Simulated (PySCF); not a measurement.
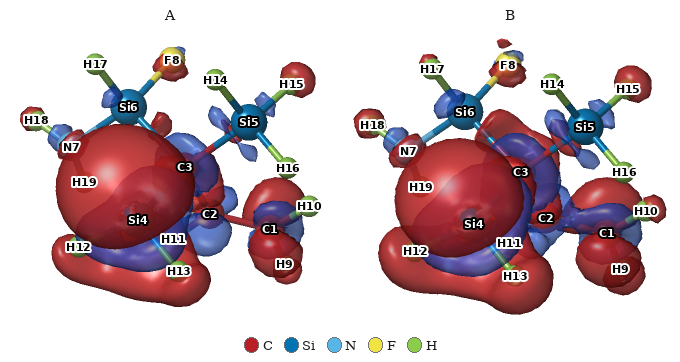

*C3H11FNSi3, doublet, SMILES `C=C[C@@]([SiH2])([SiH3])[SiH](N)F`. The two Fukui functions at ±0.015 e/Å³ (red positive, blue negative).*

Method: ωB97X/6-31+G*; geometry: GFN2-xTB; program: PySCF. No frequency check shows the geometry to be a minimum. GFN2-xTB doesn't know the spin state, so this open-shell geometry is rough.

Input

```python
import numpy as np
from pyscf import gto, scf, dft
from pyscf.scf import atom_ks, atom_hf
from scipy.linalg import block_diag

def solve(mol, dm0=None, hcore=None):
    mf = (dft.UKS if mol.spin else dft.RKS)(mol, xc='wb97x')
    mf.grids.level = 3
    mf = mf.density_fit(auxbasis='def2-universal-jkfit')
    mf.conv_tol, mf.max_cycle = 1e-8, 80
    if hcore is not None:
        mf.get_hcore = lambda *args: hcore
    mf.kernel(dm0)
    if not mf.converged:
        mf = mf.newton().run(mf.mo_coeff, mf.mo_occ, max_cycle=30)
    assert mf.converged, 'SCF not converged'
    return mf

mol = gto.M(atom='''
C     -1.50188    -0.45460    -2.17531
C     -0.62806     0.22910    -1.45120
C     -0.40768     0.12693     0.01461
Si    -0.95977     1.83478     0.69222
Si    -1.44989    -1.20733     0.89756
Si     1.42724    -0.15987     0.39827
N      2.39102     1.00655    -0.41113
F      1.79846    -1.67362    -0.06670
H     -1.60597    -0.29031    -3.23515
H     -2.14118    -1.20568    -1.74394
H     -0.01883     0.97382    -1.95576
H     -0.06726     2.93702     0.32675
H     -2.33017     2.14283     0.27190
H     -1.10314    -1.14936     2.32148
H     -1.19191    -2.55501     0.38701
H     -2.87761    -0.90030     0.75574
H      1.79024    -0.11815     1.80284
H      3.38079     1.01994    -0.23152
H      2.22125     1.20728    -1.38254
''', basis='6-31+g*', charge=0, spin=1, verbose=4)
mf = solve(mol)
out = dict(e0=mf.e_tot, dm0=mf.make_rdm1(), c=mf.mo_coeff, occ=mf.mo_occ, eps=mf.mo_energy)
for name, dq, spin in [('cation', 1, 0), ('anion', -1, 0)]:
    ion = mol.copy().set(charge=mol.charge + dq, spin=spin).build()
    mi = solve(ion)
    if spin and dq > 0 and mol.nao < 130:
        c, _, stable, _ = mi.stability(return_status=True)
        if not stable:
            mi = solve(ion, mi.make_rdm1(c, mi.mo_occ))
    print(name, 'vertical energy change / eV', (mi.e_tot - mf.e_tot) * 27.211386)
    out.update({'e_' + name: mi.e_tot, 'dm_' + name: mi.make_rdm1(), 's2_' + name: mi.spin_square()[0], 'eps_' + name: mi.mo_energy, 'occ_' + name: mi.mo_occ})
# spherically averaged free atoms, for the promolecule
atm = atom_ks.get_atm_nrks(mol, xc='wb97x')
pro = block_diag(*[(atm[a[0]][2] * atm[a[0]][3]) @ atm[a[0]][2].T for a in mol._atom])
np.savez('result.npz', pro=pro, **out)
```

Run with:

```sh
OMP_NUM_THREADS=1 python input.py
```

The run took 6.2 min on 1 thread of Intel(R) Xeon(R) Processor @ 2.50GHz (Skylake/Cascade Lake), with other jobs on the host, peak memory 1.2 GiB.

Partitions, critical points and surface values were worked out afterwards from this run's density.

Why do the two look alike?

Answer. The electron leaves from or enters the same singly occupied orbital. A is f⁺, B is f⁻. f⁻ (Hirshfeld-condensed) is largest on Si4 (0.46); the vertical ionisation energy is 7.83 eV (to the singlet cation, which needn't be its lowest state). f⁺ (Hirshfeld-condensed) is largest on Si4 (0.50); the vertical electron affinity is 0.97 eV (to the singlet anion, which needn't be its lowest state).
